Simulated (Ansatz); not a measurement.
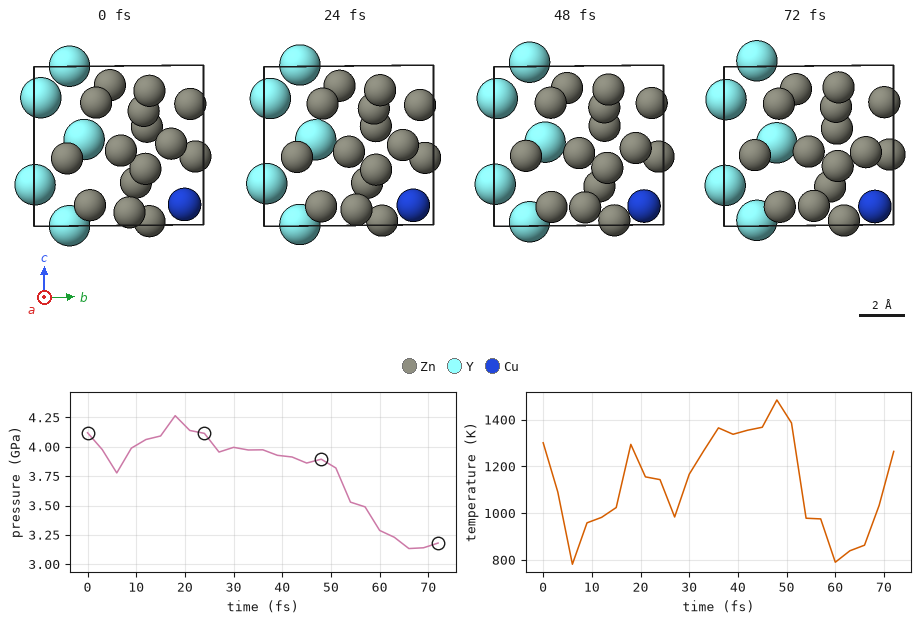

First-principles dynamics of an amorphous cell of composition Y₄Zn₁₅Cu (20 atoms in the cell), 72 fs long. Frames and the history of the run. The picture is a spheres-only view of the simulation cell, seen along the a axis.

Theory: Ansatz, DFT PBE, scalar-relativistic, plane waves, PAW. Run with plane-wave cutoff 320 eV; k-point mesh 1 × 1 × 1; Fermi-Dirac smearing 0.118 eV; set temperature 1370 K; time step 3 fs.

**Describe the run.**

The mean temperature in the second half is 1157 K (standard deviation 237 K). The potential energy is still drifting at the end, so the run hasn't reached equilibrium. The potential energy in the second half lies on average 36.9 meV per atom below the first frame. The mean pressure there is 3.6 GPa. In the second half of the run the atoms are, in the root-mean-square, this far from where they began (common drift taken out): Zn 0.25 Å, Y 0.24 Å, Cu 0.16 Å. The run lasts only 72 fs, too short to tell vibration from diffusion.

Limits of the set-up: the k-point mesh is coarse for a cell with partly filled bands; the cutoff lies below the recommended one; the periodic images lie only 7.1 Å apart, so the values are limited by the cell's size.
